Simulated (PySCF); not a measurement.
Species, as SMILES: OCl (OH-Cl).
Geometry (B3LYP-D3(BJ)/def2-TZVP, fixed):
```xyz
3

O      0.0220     1.1044    -0.0012
H     -0.9233     1.3146     0.0160
Cl     0.0439    -0.5970    -0.0004
```

Basis-set convergence of the isotropic shielding of H2 at PBE0 with PySCF. GIAO, no density fitting; atoms are numbered in the order shown. All functions are spherical. Core-valence sets carry the plain set on hydrogen. No added dispersion term, no relativity. Reference: the value in pcSseg-3, 29.65 ppm, itself unsure by roughly 0.09 ppm (its mean distance from pcseg-3, pcSseg-2). Deviations are taken from unrounded values. Cost is core time over that of cc-pV(T+d)Z, rough, on shared machines of one kind; a dash marks a row that isn't timed (too short, read off another run, short of memory, by another algorithm or on other hardware).

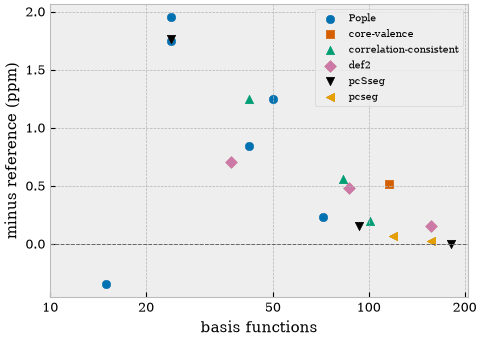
*Deviation from the reference against the number of basis functions, by family of sets.*

| basis | functions | isotropic shielding of H2 (ppm) | minus reference (ppm) | cost |
|---|---|---|---|---|
| STO-3G | 15 | 29.30 | -0.35 | - |
| 3-21G | 24 | 31.60 | 1.95 | - |
| 6-31G | 24 | 31.40 | 1.75 | - |
| pcSseg-0 | 24 | 31.41 | 1.77 | - |
| def2-SVP | 37 | 30.35 | 0.70 | - |
| 6-31+G* | 42 | 30.49 | 0.84 | - |
| cc-pV(D+d)Z | 42 | 30.89 | 1.25 | 0.4× |
| 6-311G** | 50 | 30.90 | 1.25 | 0.4× |
| 6-311++G(2d,2p) | 72 | 29.88 | 0.23 | 0.6× |
| cc-pV(T+d)Z | 83 | 30.20 | 0.56 | 1× |
| def2-TZVPP | 87 | 30.13 | 0.48 | 1× |
| pcSseg-2 | 93 | 29.80 | 0.15 | 1× |
| jun-cc-pV(T+d)Z | 101 | 29.85 | 0.20 | 1× |
| cc-pCVTZ | 116 | 30.16 | 0.51 | 2× |
| aug-pcseg-2 | 119 | 29.72 | 0.07 | 2× |
| def2-QZVPP | 157 | 29.80 | 0.15 | 8× |
| pcseg-3 | 157 | 29.67 | 0.02 | 7× |
| pcSseg-3 | 181 | 29.65 | 0.00 | 10× |
